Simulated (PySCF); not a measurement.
# C₂H₁₀GaGeO−: electronic excitations

What electronic excitations should C₂H₁₀GaGeO− (`C[CH2][GaH2-][O][GeH3]`) show?

Programs: PySCF 2.14.0, with density-fitted response routines of our own. Each step states its level of theory. These are calculated values for one molecule in the gas phase, unless marked as measured. Atoms count from 0, in the outputs and in this text.

### Step 1. Starting geometry

15 atoms, charge -1, multiplicity 1; geometry from: GFN2-xTB.

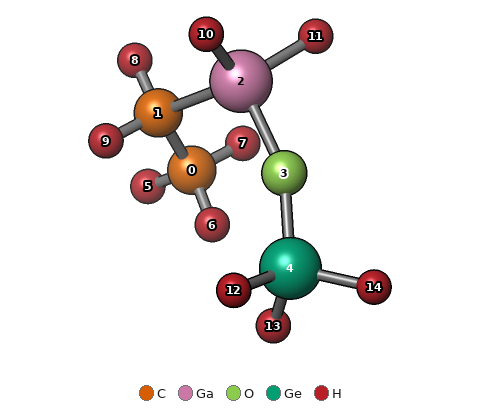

As it starts; carbon orange, gallium pink, oxygen green, germanium teal, hydrogen red, atoms numbered.

### Step 2. Excited states and response: CAM-B3LYP/def2-SVPD

Job settings and geometry (Å):

```
{"job": {"kind": "uv", "xc": "CAM-B3LYP", "basis": "def2-SVPD", "nstates": 8, "ntriplets": 3}, "charge": -1, "multiplicity": 1}
C     -1.849755    -0.619297    -0.540841
C     -1.515362     0.034686     0.802467
Ga     0.086763     1.310595     0.677344
O      1.502805     0.393105    -0.090071
Ge     2.442240    -0.905319    -0.545060
H     -2.716488    -1.289896    -0.479484
H     -0.996115    -1.199630    -0.897195
H     -2.062974     0.146539    -1.289704
H     -2.416283     0.558562     1.162915
H     -1.335529    -0.763280     1.541774
H      0.627106     1.821453     2.067639
H     -0.110718     2.532909    -0.292143
H      3.118063    -1.592716     0.632234
H      1.670982    -1.988631    -1.289267
H      3.550852    -0.442400    -1.482521
```

With the program's defaults for keys left out, this is: TDDFT CAM-B3LYP/def2-SVPD, vertical, gas phase, core orbitals frozen in the response.

Run with:

```
$ OMP_NUM_THREADS=1 python probes_run.py task.json out
```

The driver reads the jobs from task.json and runs them one after another.

The log of the run:

```text
coarse grid: 55096 points
cycle   1  E = -4158.7111683389  dE = -9.397e-01  |g| = 1.079e+00  |ddm| = 5.052e+00
cycle   2  E = -4158.2888125371  dE =  4.224e-01  |g| = 1.823e+00  |ddm| = 3.599e+00
cycle   3  E = -4158.9178871766  dE = -6.291e-01  |g| = 2.136e-01  |ddm| = 2.327e+00
cycle   4  E = -4158.9249224670  dE = -7.035e-03  |g| = 7.859e-02  |ddm| = 3.950e-01
cycle   5  E = -4158.9258375154  dE = -9.150e-04  |g| = 1.018e-02  |ddm| = 1.392e-01
cycle   6  E = -4158.9258512315  dE = -1.372e-05  |g| = 4.220e-03  |ddm| = 2.529e-02
cycle   7  E = -4158.9258536207  dE = -2.389e-06  |g| = 5.362e-04  |ddm| = 9.426e-03
final grid: 113672 points
cycle   8  E = -4158.9258553851  dE = -1.126e-07  |g| = 4.390e-04  |ddm| = 6.220e-03
cycle   9  E = -4158.9258553723  dE =  1.279e-08  |g| = 5.450e-04  |ddm| = 1.458e-03
cycle  10  E = -4158.9258554261  dE = -5.375e-08  |g| = 7.219e-05  |ddm| = 7.003e-04
cycle  11  E = -4158.9258554271  dE = -1.082e-09  |g| = 2.407e-05  |ddm| = 1.314e-04
cycle  12  E = -4158.9258554273  dE = -1.655e-10  |g| = 5.049e-06  |ddm| = 8.413e-05
converged SCF energy = -4158.9258554273

Static polarisability (au): isotropic 103.573, principal 95.272 106.613 108.833

Singlet excitations
state   eV       nm        f      main configurations
  1   5.3377    232.3   0.01403   H->L 0.46, H->L+1 0.42
  2   5.5088    225.1   0.06192   H-1->L 0.54, H-1->L+1 0.38
  3   5.7738    214.7   0.01005   H-1->L+2 0.28, H->L+2 0.17, H->L 0.09
  4   5.8189    213.1   0.02604   H->L 0.34, H->L+1 0.33, H-1->L+2 0.11
  5   5.8355    212.5   0.02027   H->L+2 0.56, H->L+3 0.10
  6   5.9032    210.0   0.00346   H-1->L+1 0.35, H-1->L+2 0.31, H-1->L 0.19
  7   6.2278    199.1   0.03465   H->L+3 0.66, H->L+2 0.15
  8   6.3666    194.7   0.00411   H-1->L+3 0.52, H-1->L+4 0.13, H->L+4 0.10

Triplet excitations (Tamm-Dancoff, eV): 5.2316 5.4041 5.5344
```

Wall time 84 s (1 thread of Arm Neoverse N1, shared host); peak memory 1 GiB.

Frontier orbitals and where they lie:

```csv
orbital,eV,atoms
HOMO−3,-5.28,"O3 47 %, Ge4 14 %, Ga2 11 %"
HOMO−2,-5.22,"O3 52 %, Ge4 14 %, H13 9 %"
HOMO−1,-3.66,"Ga2 29 %, H11 24 %, O3 19 %"
HOMO,-3.54,"C1 32 %, Ga2 20 %, O3 13 %"
LUMO,4.09,"Ge4 51 %, Ga2 14 %, H14 8 %"
LUMO+1,4.43,"Ga2 47 %, Ge4 18 %, H12 4 %"
LUMO+2,4.95,"Ga2 27 %, Ge4 22 %, C0 8 %"
```

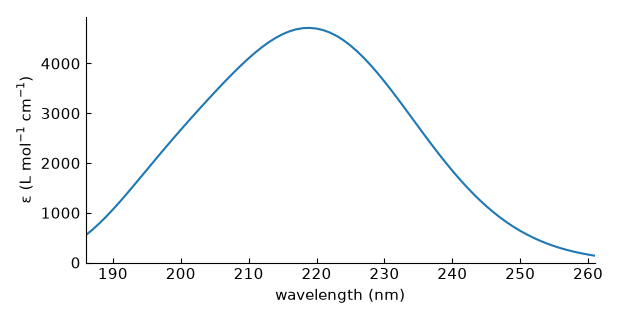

Absorption spectrum: each of the 8 states is a Gaussian band of 0.4 eV half-width at 1/e. Beyond the last state computed it falls off for lack of states.

Ground-state properties from the same run:

```csv
property,computed
polarisability (Å³),15.35
HOMO–LUMO gap (eV),7.63
−ε(HOMO) (eV),3.54
```

### Step 3. Outcome

| quantity | value |
| --- | --- |
| lowest singlet (CAM-B3LYP/def2-SVPD) | 5.34 eV (232 nm), f = 0.014 |
| brightest single state of those computed | state 2, 5.51 eV, f = 0.062 |
| lowest triplet | 5.23 eV |

In words: The first singlet state (HOMO→LUMO 0.46, HOMO→LUMO+1 0.42) lies at 5.34 eV and is weak; of the 8 states computed, the strongest absorption comes from state 2 at 5.51 eV. The lowest triplet lies 0.11 eV below the lowest singlet (triplets in Tamm-Dancoff, singlets in full TDDFT). The lowest singlet lies above −ε(HOMO); no detachment energy was computed, so the anion's states may not be bound.
